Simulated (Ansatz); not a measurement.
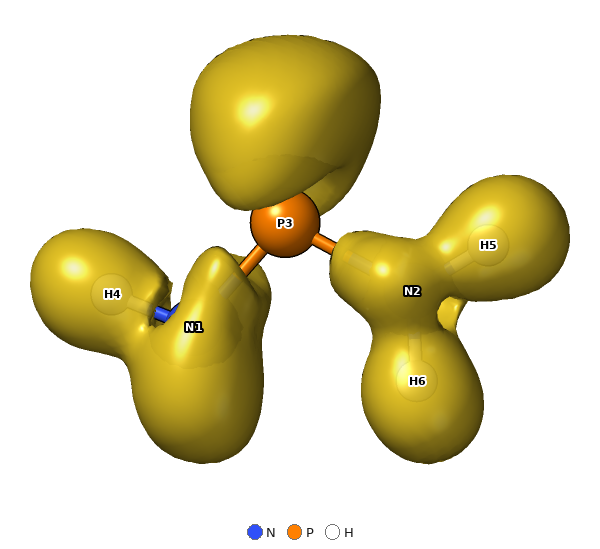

The picture shows: H$_{3}$N$_{2}$P (SMILES N=PN). Isosurface of the ELF at 0.75 (yellow), seen at a tilt. Only the valence region is drawn (cores and ρ < 0.01 e/Å³ removed).

Geometry: PBE0-D3(BJ)/def2-SVP.

Theory: Ansatz, isolated molecule in a Gaussian basis; Kohn-Sham density functional theory, functional PBE0.

| atom | x (Å) | y (Å) | z (Å) |
| --- | --- | --- | --- |
| N | -3.0015 | 0.9626 | 2.1981 |
| N | -1.5136 | -0.8266 | 1.1674 |
| P | -1.5724 | 0.3292 | 2.3646 |
| H | -3.1379 | 1.6949 | 2.8982 |
| H | -0.6961 | -1.4067 | 1.0307 |
| H | -2.2974 | -0.9836 | 0.5388 |

Q: What do the ELF domains correspond to?

A: The surface consists of one lobe on P, pointing away from the bonds (lone pairs) and two joined regions spread over several atoms (H, N), in which their bonds and any lone pairs are merged. Along the contacts the grid gives the following. P–N (1.57 Å): the ELF peaks at about 0.90 between the atoms; a polar covalent bond. N–H (1.01 Å): the ELF climbs to about 1 towards the hydrogen, as it does in any bond to H (a covalent bond by its length).
